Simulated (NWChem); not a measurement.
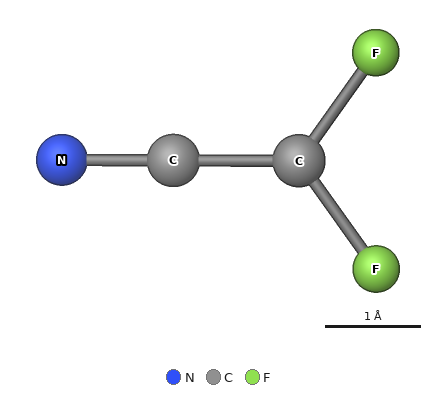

Fig. 1: The input geometry (ball-and-stick view, seen on its broad side). Bond lengths as drawn: C–C 1.33 Å, C–F 1.40 Å and C–N 1.18 Å.

Energy and gradient calculation of C2F2N (charge −1)

System: C2F2N, charge −1, SMILES N#C[C-](F)F.
Method: r2SCAN/6-31G, RKS (NWChem 7.3.0).

The geometry comes from this level: GFN2-xTB.

## Output
```
============================== echo of input deck ==============================
echo
start mymol
title "C2F2N r2SCAN"
memory stack 880 mb heap 220 mb global 1100 mb
charge -1

geometry noautosym nocenter noautoz
   N     1.347310   -0.686630    1.409120
   C     0.576020   -0.296490    0.606720
   C    -0.284660    0.145590   -0.304630
   F    -1.221850   -0.638910   -0.989220
   F    -0.416820    1.476430   -0.721990
end

basis spherical bse
   * library 6-31G
end

dft
   xc r2scan
   grid xfine
   convergence energy 1e-08
   maxiter 100
   mulliken
   print low
end

task dft gradient
================================================================================

             Northwest Computational Chemistry Package (NWChem) 7.3.0
             --------------------------------------------------------

           Job information
           ---------------

    nwchem branch   = 7.3.0
    use scalapack   = T
    input           = mymol.nw
    prefix          = mymol.
    data base       = ./mymol.db
    status          = startup
    nproc           =        1

           Memory information
           ------------------

    heap     =     28835838 doubles =      220.0 Mbytes
    stack    =    115343355 doubles =      880.0 Mbytes
    global   =    144179200 doubles =     1100.0 Mbytes (distinct from heap & stack)
    total    =    288358393 doubles =     2200.0 Mbytes
    verify   = yes
    hardfail = no

           Directory information
           ---------------------

  0 permanent = .
  0 scratch   = .

                                NWChem Input Module
                                -------------------

                                   C2F2N r2SCAN
                                   ------------

 Scaling coordinates for geometry "geometry" by  1.889725989
 (inverse scale =  0.529177249)

                             Geometry "geometry" -> ""
                             -------------------------

 Output coordinates in angstroms (scale by  1.889725989 to convert to a.u.)

  No.       Tag          Charge          X              Y              Z
 ---- ---------------- ---------- -------------- -------------- --------------
    1 N                    7.0000     1.34731000    -0.68663000     1.40912000
    2 C                    6.0000     0.57602000    -0.29649000     0.60672000
    3 C                    6.0000    -0.28466000     0.14559000    -0.30463000
    4 F                    9.0000    -1.22185000    -0.63891000    -0.98922000
    5 F                    9.0000    -0.41682000     1.47643000    -0.72199000

      Atomic Mass
      -----------

      N                 14.003070
      C                 12.000000
      F                 18.998400

 Effective nuclear repulsion energy (a.u.)     144.1551691392

            Nuclear Dipole moment (a.u.)
            ----------------------------
        X                 Y               Z
 ---------------- ---------------- ----------------
    -6.7438651354     3.4503939908    -7.0383033417

            XYZ format geometry
            -------------------
     5
 geometry
 N                     1.34731000    -0.68663000     1.40912000
 C                     0.57602000    -0.29649000     0.60672000
 C                    -0.28466000     0.14559000    -0.30463000
 F                    -1.22185000    -0.63891000    -0.98922000
 F                    -0.41682000     1.47643000    -0.72199000

 ==============================================================================
                                internuclear distances
 ------------------------------------------------------------------------------
       center one      |      center two      | atomic units |  angstroms
 ------------------------------------------------------------------------------
    2 C                |   1 N                |     2.22871  |     1.17938
    3 C                |   2 C                |     2.51182  |     1.32920
    4 F                |   3 C                |     2.64726  |     1.40087
    5 F                |   3 C                |     2.64750  |     1.40100
 ------------------------------------------------------------------------------
                         number of included internuclear distances:          4
 ==============================================================================

 ==============================================================================
                                 internuclear angles
 ------------------------------------------------------------------------------
        center 1       |       center 2       |       center 3       |  degrees
 ------------------------------------------------------------------------------
    1 N                |   2 C                |   3 C                |   179.51
    2 C                |   3 C                |   4 F                |   125.59
    2 C                |   3 C                |   5 F                |   125.54
    4 F                |   3 C                |   5 F                |   108.86
 ------------------------------------------------------------------------------
                            number of included internuclear angles:          4
 ==============================================================================

 Summary of "ao basis" -> "" (spherical)
 ------------------------------------------------------------------------------
       Tag                 Description            Shells   Functions and Types
 ---------------- ------------------------------  ------  ---------------------
 *                           6-31G                    on all atoms

                                 NWChem DFT Module
                                 -----------------

                                   C2F2N r2SCAN

                      Basis "ao basis" -> "ao basis" (spherical)
                      -----
  [basis functions not shown]

 Summary of "ao basis" -> "ao basis" (spherical)
 ------------------------------------------------------------------------------
       Tag                 Description            Shells   Functions and Types
 ---------------- ------------------------------  ------  ---------------------
 N                           6-31G                   5        9   3s2p
 C                           6-31G                   5        9   3s2p
 F                           6-31G                   5        9   3s2p

  Caching 1-el integrals
   Time after variat. SCF:      0.1

     ---------------------------------------------
      Total Density - Mulliken Population Analysis
     ---------------------------------------------

    Atom       Charge   Shell Charges
 -----------   ------   -------------------------------------------------------
    1 N    7     8.22   2.00  0.85  2.47  0.94  1.97
    2 C    6     5.79   2.00  0.71  1.69  0.45  0.94
    3 C    6     5.05   2.00  0.59  1.32  0.39  0.75
    4 F    9     9.47   2.00  0.89  3.16  1.07  2.36
    5 F    9     9.47   2.00  0.89  3.16  1.07  2.36
   Time prior to 1st pass:      0.1

           Memory utilization after 1st SCF pass:
           Heap Space remaining (MW):        0.00                  54
          Stack Space remaining (MW):      115.34           115342932

   convergence    iter        energy       DeltaE   RMS-Dens  Diis-err    time
 ---------------- ----- ----------------- --------- --------- ---------  ------
 d= 0,ls=0.0,diis     1   -330.0454461924 -4.74D+02  1.84D-01  2.02D+00     1.0
 d= 0,ls=0.0,diis     2   -326.5923997227  3.45D+00  1.67D-01  2.72D+01     1.8
 d= 0,ls=0.0,diis     3   -330.3123811519 -3.72D+00  1.50D-02  2.20D-01     2.6
 d= 0,ls=0.0,diis     4   -330.3253292976 -1.29D-02  6.21D-03  1.64D-01     3.3
 d= 0,ls=0.0,diis     5   -330.3423328739 -1.70D-02  2.02D-03  6.04D-03     4.2
  Resetting Diis
 d= 0,ls=0.0,diis     6   -330.3430411431 -7.08D-04  3.86D-04  6.91D-04     5.1
 d= 0,ls=0.0,diis     7   -330.3431111498 -7.00D-05  3.05D-04  2.67D-05     5.9
 d= 0,ls=0.0,diis     8   -330.3431018371  9.31D-06  2.03D-04  9.77D-05     6.8
 d= 0,ls=0.0,diis     9   -330.3431141972 -1.24D-05  4.51D-05  7.42D-06     7.6
 d= 0,ls=0.0,diis    10   -330.3431150115 -8.14D-07  1.03D-05  2.08D-07     8.5
 d= 0,ls=0.0,diis    11   -330.3431150431 -3.16D-08  6.02D-07  1.40D-09     9.4
 d= 0,ls=0.0,diis    12   -330.3431150432 -1.41D-10  1.72D-07  1.40D-11    10.2

         Total DFT energy =     -330.343115043205
      One electron energy =     -750.327598714105
           Coulomb energy =      314.599705656303
    Exchange-Corr. energy =      -38.770391124614
 Nuclear repulsion energy =      144.155169139211

 Numeric. integr. density =       37.999999998510

     Total iterative time =     10.1s

     ---------------------------------------------
      Total Density - Mulliken Population Analysis
     ---------------------------------------------

    Atom       Charge   Shell Charges
 -----------   ------   -------------------------------------------------------
    1 N    7     7.46   2.00  0.84  2.29  0.89  1.45
    2 C    6     6.04   2.00  0.72  2.08  0.35  0.89
    3 C    6     5.75   2.00  0.65  2.02  0.31  0.76
    4 F    9     9.37   2.00  0.93  3.29  1.07  2.09
    5 F    9     9.37   2.00  0.93  3.29  1.07  2.09

     -------------------------------------------
      Total Density - Lowdin Population Analysis
     -------------------------------------------

    Atom       Charge   Shell Charges
 -----------   ------   -------------------------------------------------------
    1 N    7     7.34   1.99  0.78  2.18  0.71  1.68
    2 C    6     6.18   1.99  0.57  1.91  0.39  1.32
    3 C    6     6.00   1.98  0.52  1.88  0.38  1.24
    4 F    9     9.24   1.99  0.94  3.18  0.87  2.25
    5 F    9     9.24   1.99  0.94  3.18  0.87  2.25

                         DFT ENERGY GRADIENTS

    atom               coordinates                        gradient
                 x          y          z           x          y          z
   1 N       2.546047  -1.297543   2.662851   -0.052679   0.026831  -0.055136
   2 C       1.088520  -0.560285   1.146535    0.038949  -0.019856   0.040317
   3 C      -0.537929   0.275125  -0.575667   -0.000418   0.000075   0.001177
   4 F      -2.308962  -1.207365  -1.869355    0.012712   0.011267   0.008697
   5 F      -0.787676   2.790048  -1.364363    0.001436  -0.018318   0.004944

 Task  times  cpu:       12.1s     wall:       12.1s
 Total times  cpu:       12.2s     wall:       12.2s
```

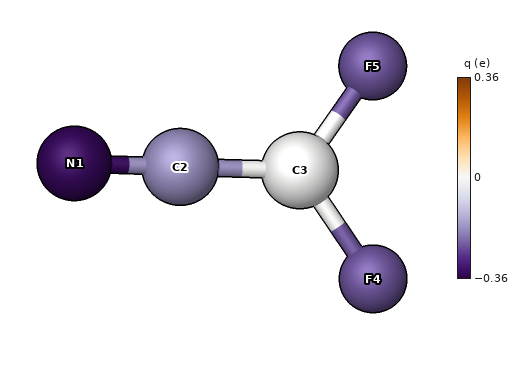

Fig. 2: Löwdin charges, as the colour of each atom (ball-and-stick view, seen at a tilt; atoms are numbered from 1 in the order of the input). By element: N −0.34, C −0.18 to 0.00 and F −0.24 e.

The run was set up as follows.

## The input
```
echo
start mymol
title "C2F2N r2SCAN"
memory stack 880 mb heap 220 mb global 1100 mb
charge -1

geometry noautosym nocenter noautoz
   N     1.347310   -0.686630    1.409120
   C     0.576020   -0.296490    0.606720
   C    -0.284660    0.145590   -0.304630
   F    -1.221850   -0.638910   -0.989220
   F    -0.416820    1.476430   -0.721990
end

basis spherical bse
   * library 6-31G
end

dft
   xc r2scan
   grid xfine
   convergence energy 1e-08
   maxiter 100
   mulliken
   print low
end

task dft gradient
```

Run as:
```bash
nwchem mymol.nw > mymol.out
```

## Key numbers

| quantity | value |
| --- | --- |
| outcome | converged |
| total energy | −330.343115 hartree |
| largest force | 4.157 eV/Å |
| hardware | 1 thread of Intel Xeon (Sapphire Rapids), 16 GiB of memory available, shared host |
| wall time | 13 s |
| peak memory | 0.13 GiB |
